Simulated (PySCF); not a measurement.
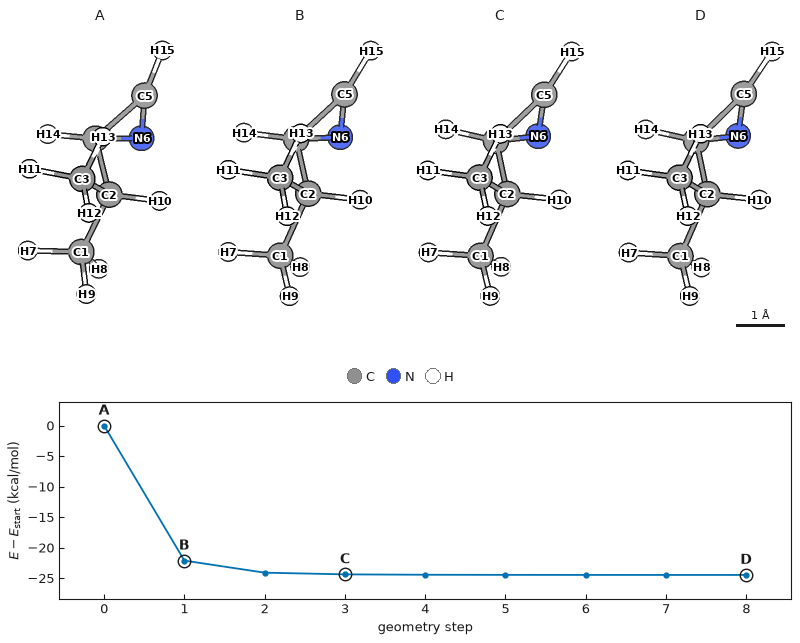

Frames of a relaxation of C₅H₉N, marked on the history of the run. The picture is a ball-and-stick view, seen from a free direction.

The start comes from MMFF94s. Its atoms were then displaced at random by about 0.03 Å.

Method: PySCF 2.14.0, density-fitted response routines, PBE0-D3(BJ)/def2-SVP geometry optimisation, gas phase. 

Question: Describe the path.

Answer: The largest move after the best rigid fit is that of an H atom, 0.30 Å. Largest moves by element: H 0.30 Å, C 0.11 Å, N 0.09 Å. Some distances before and after: C–C 1.613 → 1.513 Å, C–H 1.180 → 1.101 Å, C–H 1.024 → 1.101 Å, C–C 1.448 → 1.525 Å. Among the angles between lasting bonds that change: C–C–H 135.7° → 153.4°, N–C–H 155.6° → 138.6°, C–C–H 130.2° → 119.0°. After 8 geometry steps the energy has fallen by 24.5 kcal/mol. From step 0 to 1: an H atom moves most (0.27 Å), energy −22.1 kcal/mol. From step 1 to 3: an H atom moves most (0.08 Å), energy −2.25 kcal/mol. From step 3 to 8: a C atom moves most (0.02 Å), energy −0.09 kcal/mol.

| step | E − E(0), kcal/mol |
| --- | --- |
| 0 | 0.00 |
| 1 | -22.11 |
| 2 | -24.09 |
| 3 | -24.37 |
| 4 | -24.43 |
| 5 | -24.45 |
| 6 | -24.46 |
| 7 | -24.46 |
| 8 | -24.46 |
